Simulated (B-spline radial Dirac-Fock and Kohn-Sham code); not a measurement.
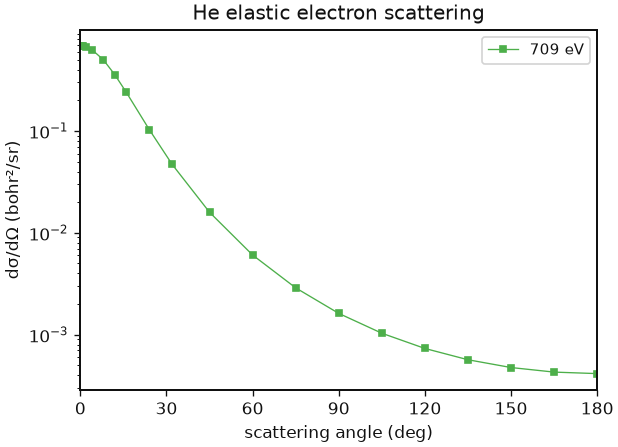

Figure. Differential cross section for elastic electron scattering against angle at 709 eV, computed at the marked angles. System: neutral helium. Computed with a B-spline radial atomic code: Dirac partial waves in the static Dirac–Fock field with Furness–McCarthy exchange, no polarisation or absorption.

Describe what the figure shows.

At 709 eV the cross section is 0.685 bohr²/sr at 0°, 0.0016 at 90° and 4.1 × 10⁻⁴ at 180°, without a marked minimum on this grid; the integral is 0.227 bohr².
